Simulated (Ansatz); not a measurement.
**FCI/STO-3G run of NClO (SMILES O=NCl)**

What is the electronic atomisation energy of NClO at FCI/STO-3G? 

Program for the calculation: Ansatz 0.2.0.

50 further runs of the same task are left out: 5 that didn't finish, 45 set aside as unsound or not needed.

### Step 1. The system as given

NClO: 3 atoms, total charge 0, spin state singlet. As SMILES, `O=NCl`. The coordinates come from a PBE0-D4/def2-TZVP relaxation.

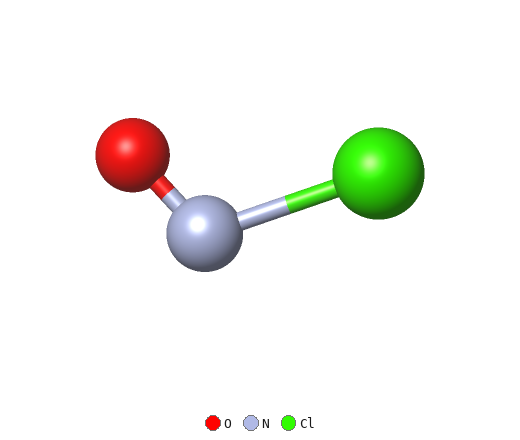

Viewed from a chosen angle; oxygen red, nitrogen light blue, chlorine green.

### Step 2. The energy at FCI/STO-3G

run.yaml reads:

```yaml
crystal:
  periodic: [false, false, false]
  atoms:
    - {symbol: O, position_ang: [1.000080, -0.338330, 0.513880]}
    - {symbol: N, position_ang: [0.052050, -0.599550, -0.035840]}
    - {symbol: Cl, position_ang: [-1.052130, 0.937900, -0.478040]}
basis:
  gaussian: {orbitals: STO-3G}
correlation: {method: fci, frozen_orbitals: {Cl: 5, "N": 1, O: 1}}
accuracy: high
```

On the command line:

```bash
$ ansatz run run.yaml --threads 1 --pin off --max-ram 3480MiB --events-out events.jsonl --progress --plain --runs-dir runs
```

The program printed:

```text
Warning: RAYON_NUM_THREADS=1 ignored (pool sized by the plan → 1); use --threads N
Functional definition: HF
  name "HF"
  exchange = exact_x
  correlation = 0
323 factors; integrals over basis functions are off by at most 3.2e-8 eV
mean field evaluation 1: about -15835.7467 eV, gradient 1.9e1 eV
mean field evaluation 2: about -15835.8622 eV, gradient 1.9e1 eV
mean field evaluation 4: about -15838.5447 eV, gradient 2.9e0 eV
mean field evaluation 8: about -15838.6302 eV, gradient 1.4e-1 eV
mean field -15838.63034853 eV, -582.0589294991 hartree, gradient 2.7e-8 eV, S^2 0.000000; 0 other end points of the search recorded, 0 dependent functions left out; unrestricted orbitals would lower it
mean field evaluation 16: about -15838.4486 eV, gradient 4.3e0 eV
7 core orbitals not correlated: weight in the atoms' cores, before any rotation towards them, 1.000 or more for the frozen orbitals, at most 0.000 for the correlated occupied ones
reference -15838.63034853 eV, -582.0589294991 hartree; 9, 9 occupied and 3, 3 virtual orbitals, 323 factors
state -15843.37130259 eV, -582.2331563475 hartree
Total energy: -15843.37130259 eV, -582.2331563475 hartree
```

Wall time 0.99 s (1 thread of Arm Neoverse V1, shared host).

### Step 3. The Cl atom, same level

job.yaml reads:

```yaml
crystal:
  periodic: [false, false, false]
  atoms:
    - {symbol: Cl, position_ang: [0.000000, 0.000000, 0.000000]}
basis:
  gaussian:
    orbitals: STO-3G
magnetization:
  spin_polarized: true
  initial_magnetization: 1
correlation:
  method: fci
  frozen_orbitals: {Cl: 5}
accuracy: high
```

Run the same way, it converges to -454.54219 Eh (log not shown).

### Step 4. The N atom

run.yaml reads:

```yaml
crystal:
  periodic: [false, false, false]
  atoms:
    - symbol: "N"
      position_ang: [0.000000, 0.000000, 0.000000]
basis:
  gaussian:
    orbitals: STO-3G
magnetization:
  spin_polarized: true
  initial_magnetization: 3
correlation:
  method: fci
  frozen_orbitals: {"N": 1}
accuracy: high
```

Run the same way, it converges to -53.71901 Eh (log not shown).

### Step 5. The O atom at the same level

input.yaml reads:

```yaml
crystal:
  periodic: [false, false, false]
  atoms:
    - symbol: O
      position_ang: [0.000000, 0.000000, 0.000000]
basis:
  gaussian:
    orbitals: STO-3G
magnetization:
  spin_polarized: true
  initial_magnetization: 2
correlation:
  method: fci
  frozen_orbitals: {O: 1}
accuracy: high
```

On the command line:

```bash
$ ansatz run input.yaml --threads 1 --pin off --max-ram 3480MiB --events-out events.jsonl --progress --plain --runs-dir runs
```

The program printed:

```text
Warning: RAYON_NUM_THREADS=1 ignored (pool sized by the plan → 1); use --threads N
[... 4 set-up lines as earlier in the session ...]
15 factors; integrals over basis functions are off by at most 1.1e-9 eV
mean field evaluation 1: about -2008.3132 eV, gradient 1.7e-14 eV
mean field evaluation 2: about -2008.3132 eV, gradient 0.0e0 eV
mean field -2008.31323932 eV, -73.8041502613 hartree, gradient 0.0e0 eV, S^2 2.000000; 2 other end points of the search recorded, 0 dependent functions left out
mean field evaluation 4: about -2008.3132 eV, gradient 2.0e-12 eV
1 core orbitals not correlated: weight in the atoms' cores, before any rotation towards them, 1.000 or more for the frozen orbitals, at most 0.000 for the correlated occupied ones
reference -2008.31323932 eV, -73.8041502613 hartree; 4, 2 occupied and 0, 2 virtual orbitals, 15 factors
state -2008.31323932 eV, -73.8041502613 hartree
Total energy: -2008.31323932 eV, -73.8041502613 hartree
```

Wall time 0.04 s (1 thread of Arm Neoverse V1, shared host).

### Step 6. Results

Level: FCI/STO-3G, 7 core orbitals frozen.

```
                                             quantity          value
                               molecule: total energy  -582.23316 Eh
molecule: correlation energy (7 core orbitals frozen)     -174.2 mEh
                                Cl atom: total energy  -454.54219 Eh
 Cl atom: correlation energy (5 core orbitals frozen)        0.0 mEh
                                 N atom: total energy   -53.71901 Eh
   N atom: correlation energy (1 core orbital frozen)        0.0 mEh
                                 O atom: total energy   -73.80415 Eh
   O atom: correlation energy (1 core orbital frozen)        0.0 mEh
                        electronic atomisation energy       4.566 eV
```

What this shows: Taking the molecule apart into free atoms costs 4.57 eV (441 kJ/mol), before zero-point energy and without spin-orbit coupling. In a minimal basis such a difference can be off by several eV, whatever the method. The restricted solution (molecule) is unstable to spin breaking: an unrestricted one lies lower.
